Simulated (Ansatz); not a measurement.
## Changed inputs in constrained RPA: RbMoF3 (cubic perovskite) (Pm-3m)

What does U in RbMoF3 (cubic perovskite) (Pm-3m) depend on besides the window?

Method: constrained RPA on LDA, plane waves, PAW, in Ansatz 0.2.0.

The structure was built from a prototype and need not be the compound's stable phase.

## Step 1: Set-up

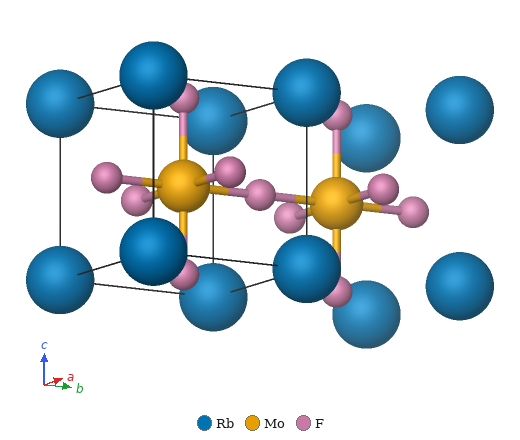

Start, viewed from a free direction; rubidium blue, molybdenum orange, fluorine pink. 1×2×1 cells are drawn. Some periodic images of atoms are drawn too.

The structure was relaxed with LDA. The structure type comes from a generator and need not be one that this composition takes. The structure was generated from a model, not taken from a measurement. The runs that relaxed it are not among those shown. The program's search for lower electronic states was switched off, so nothing shows that the state found is the lowest. The default PAW set here is soft_2. Its files were made with PBE.

## Step 2: Base: Mo t2g, bands v2 to c1, 4×4×4 mesh, medium accuracy

Constrained RPA screens the interaction with every transition except those inside the target bands, which a later many-body model would treat itself.

input.yaml

```yaml
crystal:
  lattice:
    - [-4.1568154, 0.0, 0.0]
    - [0.0, 0.0, -4.1568154]
    - [0.0, -4.1568154, 0.0]
  atoms:
    - { symbol: Rb, position: [0.0, 0.0, 0.0] }
    - { symbol: Mo, position: [0.5, 0.5, 0.5] }
    - { symbol: F, position: [0.5, 0.5, 0.0] }
    - { symbol: F, position: [0.5, 0.0, 0.5] }
    - { symbol: F, position: [0.0, 0.5, 0.5] }
kpoints:
  mp_grid: { grid: [6, 6, 6] }
hamiltonian:
  xc: lda
scf:
  occupations: { method: gaussian, width: 0.08 }
  n_extra_bands: 19
  max_iter: 150
  lower_state_search: "off"
output:
  crpa:
    kmesh: [4, 4, 4]
    target_bands: [v2, c1]
    projections: [{ species: Mo, l: d, shell: 4, orbitals: [dxz, dyz, dxy] }]
  local_orbitals:
    kmesh: [8, 8, 8]
    orbitals: [{ species: Mo, l: d, shell: 4, orbitals: [dxz, dyz, dxy] }]
    window: { bands: [v2, c1] }
    seedname: lo
```

Command:

```bash
$ ansatz run input.yaml --threads 4 --pin off --max-ram 9216MiB --backend cpu --events-out ev --progress --plain --runs-dir out
```

Numbers of over 12 decimals in the logs are rounded to 6 here.

What it wrote:

```text
scf.n_extra_bands = 19 over 22 filled bands (N_el = 44.0): the run solves 41 bands
Engine: ansatz 0.2.0, aarch64-unknown-linux-gnu
Pseudopotentials: kind: paw
Pseudopotential: Rb, paw, valence charge 9, recommended cutoff 420 eV (normal), Rb.paw.azcp
Pseudopotential: Mo, paw, valence charge 14, recommended cutoff 420 eV (normal), Mo.paw.azcp
Pseudopotential: F, paw, valence charge 7, recommended cutoff 420 eV (normal), F.paw.azcp
Functional definition: SPW92
  exchange = slater_x
  correlation = pw_c
Crystal: 5 atoms, lattice volume = 71.826 Å³
Basis set: ecut = 420 eV, 1365 PW (Γ)
Bands: 41, of which v1, the nominal top of the filled ones, is band 22 counted from 1 (21 counted from 0)
Symmetry: 48 space group operations
Space group: Pm-3m (ITA 221), of the structure as read, at distance tolerance 4.2e-5 Å
k-points: 20 of 216
Non-local potential: Rb, projectors of the file, l = 0: 3, l = 1: 2, l = 2: 2
Non-local potential: Mo, projectors of the file, l = 0: 3, l = 1: 2, l = 2: 2, l = 3: 1
Non-local potential: F, projectors of the file, l = 0: 2, l = 1: 2, l = 2: 1
PAW form: soft (Blöchl's): semilocal exchange-correlation on the pseudo side does not see the compensation charge
PAW frozen core: Rb, regenerated for the run's functional, and the local potential with it (the file was generated under x = pbe(κ = 0.804, μ = 0.219515), c = pbe(β = 0.066725))
PAW frozen core: Mo, regenerated for the run's functional, and the local potential with it (the file was generated under x = pbe(κ = 0.804, μ = 0.219515), c = pbe(β = 0.066725))
PAW frozen core: F, regenerated for the run's functional, and the local potential with it (the file was generated under x = pbe(κ = 0.804, μ = 0.219515), c = pbe(β = 0.066725))
PAW one-centre angular grid: Rb, 110 points (default); XC on 64 Gauss nodes
PAW one-centre angular grid: Mo, 590 points (default); XC on 64 Gauss nodes
PAW one-centre angular grid: F, 110 points (default); XC on 64 Gauss nodes
Initial density: superposition of atomic densities (neutral atoms: chi_scale 0, normalization atom), corrected by the library's trained network
Initial wavefunctions: pseudopotential atomic-orbital guess
Functional: x = slater, c = lda
SCF iter   1: F=—  HF=-10395.789309 eV  |F-HF|=—  |Δ(HF+E_count)|=         —  Δρ=1.83e-2  dr2=1.60e-1  ethr=1.77e-3  ⟨swp⟩=6.0  Hψ=3880  notcnv=0  defer=125
preconditioner: auto → LDOS  [insulator: Δε(μ)=0.140 eV  Ē_g=16.598 eV  σ=0.080 eV  W_gap=0.62  n_scr=18 (ndim 8)  ℏωp=23.2 eV  f_vac=0.037  D(μ)=3.62/eV (n_scr^D=26)  ε∞_Penn≈3.0  β→1.0]
SCF iter   2: F=—  HF=-10395.750820 eV  |F-HF|=—  |Δ(HF+E_count)|=   3.85e-2  Δρ=7.97e-3  dr2=2.16e-2  ethr=3.65e-4  ⟨swp⟩=2.0  Hψ=1472  notcnv=0  defer=217
[...]
SCF iter   7: F=-10395.743672 eV  HF=-10395.743672 eV  |F-HF|=5.94e-9  |Δ(HF+E_count)|=   5.70e-7  Δρ=5.15e-6  dr2=1.60e-8  ethr=2.27e-10  ⟨swp⟩=9.1  Hψ=4174  notcnv=0
SCF 1 converged in 7 iterations: F = -10395.743672 eV  dr2 = 1.60e-8
[...]
NSCF: frozen V_eff on 38 k-points
NSCF: frozen V_eff on 10 k-points
[...]
cRPA screening: q 1/64
cRPA screening: q 2/64
cRPA screening: q 8/64 (q-point 3)
cRPA screening: q 11/64 (q-point 6)
cRPA screening: q 23/64 (q-point 7)
cRPA screening: q 35/64 (q-point 11)
cRPA screening: q 38/64 (q-point 22)
cRPA screening: q 46/64 (q-point 23)
cRPA screening: q 58/64 (q-point 27)
cRPA screening: q 64/64 (q-point 43)
SCF converged after 7 iterations
Free energy (F): -10395.743672 eV
Harris-Foulkes:  -10395.743672 eV  (|F-HF|=5.94e-9)
Internal energy: -10395.732050 eV  (E = F + TS)
E sigma→0 (E₀):  -10395.737861 eV
Entropy (-TS):   -0.011622 eV (-2.324 meV/atom)
Fermi energy:    11.375572 eV
--- Per-component energies (eV) ---
  E_band       = -282.312669
  E_kinetic    = 1255.295475
  E_local      = -3518.589674  (includes V_loc(G=0)·N_el)
  E_nonlocal   = 557.361012
  E_hartree    = 1240.159260
  E_xc         = -544.603203
  E_vxc        = -666.852442  (∫ρ·V_xc dr)
  E_paw        = -6177.012585  (= ΣΔE_a)
  E_vpaw       = -389.851798  (= ΣTr[D̂ρ^β])
  E_aug_tail   = 0.006010  (compensation charges beyond the density's cutoff)
  E_ewald      = -3209.432176
  E_core_change = 1.083831  (= ΣΔE_core)
  E_smearing   = -0.011622  (= −TS)
  E_closure    = 0.000000  (closes the sum)
  Σ components = -10395.743672   (vs F -10395.743672, Δ=0.00e0)
--- Band table (eV; the first three rows and the last of 20) ---
  k-point 0: bands = [... 18 lower, 3.9049, 3.9049, 10.0616, 10.0616, 10.0616, 11.6767, 12.0803, 12.0803, ... 15 higher]
  k-point 1: bands = [... 18 lower, 3.8351, 3.8351, 10.0960, 10.3518, 10.3518, 12.1093, 12.1228, 12.6406, ... 15 higher]
  k-point 2: bands = [... 18 lower, 3.7076, 3.7076, 10.1672, 10.9474, 10.9474, 12.1943, 12.9329, 13.6821, ... 15 higher]
  k-point 19: bands = [... 18 lower, 4.2031, 4.2031, 12.0987, 12.0987, 12.0987, 14.7382, 14.7382, 14.7382, ... 15 higher]
--- cRPA (band scheme, projected local orbitals): target bands 21..23 (1-based), 3 Wannier function(s), 4×4×4 mesh, 46 bands' worth read of 51 solved, ecut_chi 136.0 eV, v(q+G=0) probe_charge, pair densities all_electron ---
  bands read: the sum over 46 bands ends inside a degenerate multiplet in 10 slots, whose members it reads at an even weight; the widest, k=0: bands 45 to 47 (counted from 1) at 2/3 each
  χ-basis size per q: N_G = 251..280
  window electrons = 4.0000, filled by tetrahedron_uncorrected; constrained ε̄⁻¹(q = 0, 0) head = 0.338180; min gauge Gram eig = 0.8011
  Kanamori averages over each shell's own Wannier functions (sites counted from 0, functions from 1):
    Site 1, 4D, 3 of 5 d orbitals (Wannier functions 1, 2, 3; wannier90's mr 2, 3, 5):
      screened: U = 4.9214 eV, U' = 4.1737 eV, J = 0.3562 eV
      screened, to within: U = 8.6e-3 eV, U' = 8.6e-3 eV, J = 7.3e-4 eV
      bare: V = 12.9800 eV, V' = 11.9568 eV, J = 0.5082 eV
  Hermiticity witness max|P − P†| over intra, direct and exchange elements: 3.55e-15 eV (screened), 1.36e-19 eV (bare)
  Reality witness max|Im| over intra, direct and exchange elements: 1.16e-19 eV (screened), 6.80e-20 eV (bare)
```

Elapsed: 28 s, on 4 threads of Arm Neoverse V2, shared host; peak memory 0.55 GiB.

The column dr2 measures how far the density is from self-consistency, as an energy; F and HF (Harris–Foulkes) agree once it is small.

This step gave:

```
U                                                 : 4.921 eV
U prime (inter-orbital)                           : 4.174 eV
J                                                 : 0.3562 eV
bare V                                            : 12.98 eV
bare J                                            : 0.5082 eV
stated bound on U                                 : 0.008561 eV
U over bare V                                     : 0.3792
electrons in the window                           : 4.000
head of the constrained inverse dielectric matrix : 0.3382
least eigenvalue of the projection's overlap      : 0.8011
target functions                                  : 3
bands in the sums                                 : 46
r.m.s. miss of the model bands                    : 1.09e-4 eV
width of the target bands                         : 2.037 eV
weight of the projected orbitals in the window    : 0.8856
```

On the Mo t2g shell, screening brings the on-site interaction from 13.0 eV down to U = 4.92 eV.

## Step 3: Changed: 2×2×2 mesh

input.yaml, the sections that differ from step 2:

```yaml
output:
  crpa:
    kmesh: [2, 2, 2]
    target_bands: [v2, c1]
    projections: [{ species: Mo, l: d, shell: 4, orbitals: [dxz, dyz, dxy] }]
# crystal, kpoints, hamiltonian, scf: as in step 2
```

What it wrote:

```text
[...]
Crystal: 5 atoms, lattice volume = 71.826 Å³
Basis set: ecut = 420 eV, 1365 PW (Γ)
Bands: 41, of which v1, the nominal top of the filled ones, is band 22 counted from 1 (21 counted from 0)
Symmetry: 48 space group operations
[...]
k-points: 20 of 216
[...]
SCF iter   1: F=—  HF=-10395.789309 eV  |F-HF|=—  |Δ(HF+E_count)|=         —  Δρ=1.83e-2  dr2=1.60e-1  ethr=1.77e-3  ⟨swp⟩=6.0  Hψ=3880  notcnv=0  defer=125
[...]
SCF iter   7: F=-10395.743672 eV  HF=-10395.743672 eV  |F-HF|=5.94e-9  |Δ(HF+E_count)|=   5.70e-7  Δρ=5.15e-6  dr2=1.60e-8  ethr=2.27e-10  ⟨swp⟩=9.1  Hψ=4174  notcnv=0
SCF 1 converged in 7 iterations: F = -10395.743672 eV  dr2 = 1.60e-8
[...]
NSCF: frozen V_eff on 4 k-points
[...]
cRPA screening: q 1/8
cRPA screening: q 2/8
cRPA screening: q 5/8 (q-point 4)
cRPA screening: q 8/8
SCF converged after 7 iterations
Free energy (F): -10395.743672 eV
[...]
Internal energy: -10395.732050 eV  (E = F + TS)
E sigma→0 (E₀):  -10395.737861 eV
Entropy (-TS):   -0.011622 eV (-2.324 meV/atom)
Fermi energy:    11.375572 eV
[...]
--- Band table (eV; the first three rows and the last of 20) ---
  k-point 0: bands = [... 18 lower, 3.9049, 3.9049, 10.0616, 10.0616, 10.0616, 11.6767, 12.0803, 12.0803, ... 15 higher]
  k-point 1: bands = [... 18 lower, 3.8351, 3.8351, 10.0960, 10.3518, 10.3518, 12.1093, 12.1228, 12.6406, ... 15 higher]
  k-point 2: bands = [... 18 lower, 3.7076, 3.7076, 10.1672, 10.9474, 10.9474, 12.1943, 12.9329, 13.6821, ... 15 higher]
  k-point 19: bands = [... 18 lower, 4.2031, 4.2031, 12.0987, 12.0987, 12.0987, 14.7382, 14.7382, 14.7382, ... 15 higher]
[...]
χ-basis size per q: N_G = 251..280
[...]
Site 1, 4D, 3 of 5 d orbitals (Wannier functions 1, 2, 3; wannier90's mr 2, 3, 5):
      screened: U = 5.1460 eV, U' = 4.3799 eV, J = 0.3575 eV
      screened, to within: U = 8.1e-3 eV, U' = 8.1e-3 eV, J = 7.1e-4 eV
      bare: V = 13.2637 eV, V' = 12.2227 eV, J = 0.5143 eV
[...]
```

Wall time 4.4 s (4 threads); peak memory 0.47 GiB.

Numbers from this step:

```yaml
u: 5.146 eV
u_prime_inter_orbital: 4.380 eV
j: 0.3575 eV
bare_v: 13.26 eV
bare_j: 0.5143 eV
stated_bound_on_u: 0.008058 eV
u_over_bare_v: 0.3880
electrons_in_the_window: 4.000
head_of_the_constrained_inverse_dielectric_matrix: 0.3170
least_eigenvalue_of_the_projection_s_overlap: 0.8011
target_functions: 3
bands_in_the_sums: 46
width_of_the_target_bands: 2.037 eV
weight_of_the_projected_orbitals_in_the_window: 0.8856
```

On the Mo t2g shell, screening brings the on-site interaction from 13.3 eV down to U = 5.15 eV.

## Step 4: Changed: 6×6×6 mesh

Edit input.yaml of step 3 so:

```diff
@@ -22,3 +22,3 @@
   crpa:
-    kmesh: [2, 2, 2]
+    kmesh: [6, 6, 6]
     target_bands: [v2, c1]
```

What it wrote:

```text
[...]
Crystal: 5 atoms, lattice volume = 71.826 Å³
Basis set: ecut = 420 eV, 1365 PW (Γ)
Bands: 41, of which v1, the nominal top of the filled ones, is band 22 counted from 1 (21 counted from 0)
Symmetry: 48 space group operations
[...]
k-points: 20 of 216
[...]
k-point 19: bands = [... 18 lower, 4.2031, 4.2031, 12.0987, 12.0987, 12.0987, 14.7382, 14.7382, 14.7382, ... 15 higher]
[...]
χ-basis size per q: N_G = 250..280
[...]
Site 1, 4D, 3 of 5 d orbitals (Wannier functions 1, 2, 3; wannier90's mr 2, 3, 5):
      screened: U = 4.9306 eV, U' = 4.1833 eV, J = 0.3564 eV
      screened, to within: U = 8.8e-3 eV, U' = 8.8e-3 eV, J = 7.2e-4 eV
      bare: V = 12.9594 eV, V' = 11.9368 eV, J = 0.5080 eV
[...]
[key lines of the parts left out:]
SCF converged after 7 iterations
Free energy (F): -10395.743672 eV
Fermi energy:    11.375572 eV
```

Elapsed: 2.5 min, on 4 threads; peak memory 0.77 GiB.

Numbers from this step:

| Quantity | Value |
| --- | --- |
| U | 4.931 eV |
| U prime (inter-orbital) | 4.183 eV |
| J | 0.3564 eV |
| bare V | 12.96 eV |
| bare J | 0.5080 eV |
| stated bound on U | 0.008713 eV |
| U over bare V | 0.3805 |
| electrons in the window | 4.000 |
| head of the constrained inverse dielectric matrix | 0.3416 |
| least eigenvalue of the projection's overlap | 0.8011 |
| target functions | 3 |
| bands in the sums | 46 |
| width of the target bands | 2.037 eV |
| weight of the projected orbitals in the window | 0.8856 |

On the Mo t2g shell, screening brings the on-site interaction from 13.0 eV down to U = 4.93 eV.

## Step 5: Changed: smooth pair densities

Edit input.yaml of step 4 so:

```diff
@@ -22,4 +22,5 @@
   crpa:
-    kmesh: [6, 6, 6]
+    kmesh: [4, 4, 4]
     target_bands: [v2, c1]
     projections: [{ species: Mo, l: d, shell: 4, orbitals: [dxz, dyz, dxy] }]
+    pair_densities: pseudo
```

What it wrote:

```text
[...]
Crystal: 5 atoms, lattice volume = 71.826 Å³
Basis set: ecut = 420 eV, 1365 PW (Γ)
Bands: 41, of which v1, the nominal top of the filled ones, is band 22 counted from 1 (21 counted from 0)
Symmetry: 48 space group operations
[...]
k-points: 20 of 216
[...]
χ-basis size per q: N_G = 251..280
[...]
Site 1, 4D, 3 of 5 d orbitals (Wannier functions 1, 2, 3; wannier90's mr 2, 3, 5):
      screened: U = 4.9321 eV, U' = 4.1740 eV, J = 0.3611 eV
      screened, to within: U = 7.6e-3 eV, U' = 7.6e-3 eV, J = 4.2e-4 eV
      screened, sum over states alone: U = 5.2830 eV, U' = 4.3798 eV, J = 0.4013 eV
      bare: V = 12.9800 eV, V' = 11.9568 eV, J = 0.5082 eV
[...]
[key lines of the parts left out:]
SCF converged after 7 iterations
Free energy (F): -10395.743672 eV
Fermi energy:    11.375572 eV
```

It took 23 s on 4 threads; peak memory 0.48 GiB.

This step gave:

* U: 4.932 eV
* U prime (inter-orbital): 4.174 eV
* J: 0.3611 eV
* bare V: 12.98 eV
* bare J: 0.5082 eV
* stated bound on U: 0.007509 eV
* U over bare V: 0.3800
* electrons in the window: 4.000
* head of the constrained inverse dielectric matrix: 0.3384
* least eigenvalue of the projection's overlap: 0.8011
* target functions: 3
* bands in the sums: 46
* width of the target bands: 2.037 eV
* weight of the projected orbitals in the window: 0.8856

On the Mo t2g shell, screening brings the on-site interaction from 13.0 eV down to U = 4.93 eV.

## Step 6: Changed: accuracy high

Edit input.yaml of step 5 so:

```diff
@@ -25,2 +25,2 @@
     projections: [{ species: Mo, l: d, shell: 4, orbitals: [dxz, dyz, dxy] }]
-    pair_densities: pseudo
+    accuracy: high
```

What it wrote:

```text
[...]
Crystal: 5 atoms, lattice volume = 71.826 Å³
Basis set: ecut = 420 eV, 1365 PW (Γ)
Bands: 41, of which v1, the nominal top of the filled ones, is band 22 counted from 1 (21 counted from 0)
Symmetry: 48 space group operations
[...]
k-points: 20 of 216
[...]
k-point 19: bands = [... 18 lower, 4.2031, 4.2031, 12.0987, 12.0987, 12.0987, 14.7382, 14.7382, 14.7382, ... 15 higher]
[...]
χ-basis size per q: N_G = 251..280
[...]
Site 1, 4D, 3 of 5 d orbitals (Wannier functions 1, 2, 3; wannier90's mr 2, 3, 5):
      screened: U = 4.9231 eV, U' = 4.1751 eV, J = 0.3564 eV
      screened, to within: U = 1.4e-3 eV, U' = 1.4e-3 eV, J = 8.0e-5 eV
      bare: V = 12.9800 eV, V' = 11.9568 eV, J = 0.5082 eV
[...]
[key lines of the parts left out:]
SCF converged after 7 iterations
Free energy (F): -10395.743672 eV
Fermi energy:    11.375572 eV
```

The job ended after 42 s (4 threads; peak memory 0.63 GiB; 2.6 min of CPU time).

This step gave:

```yaml
u: 4.923 eV
u_prime_inter_orbital: 4.175 eV
j: 0.3564 eV
bare_v: 12.98 eV
bare_j: 0.5082 eV
stated_bound_on_u: 0.001358 eV
u_over_bare_v: 0.3793
electrons_in_the_window: 4.000
head_of_the_constrained_inverse_dielectric_matrix: 0.3382
least_eigenvalue_of_the_projection_s_overlap: 0.8011
target_functions: 3
bands_in_the_sums: 46
width_of_the_target_bands: 2.037 eV
weight_of_the_projected_orbitals_in_the_window: 0.8856
```

On the Mo t2g shell, screening brings the on-site interaction from 13.0 eV down to U = 4.92 eV.

(Part 1 of 2 ends here.)

[Paths, hosts, dates, memory and timing lines, banners, echoed tables and standing remarks are left out of the program output.]

[Logs are printed without paths, hosts, clocks, repeated set-up lines and the standing remarks that a program may print on its own settings, such as how far it seeks lower states.]

[Runs of the session that timed out or met a known fault of the program may be left out.]

[Hosts, paths, dates, database ids (printed as entryN), source tags and the programs' standing remarks are cut or masked in the printed files.]
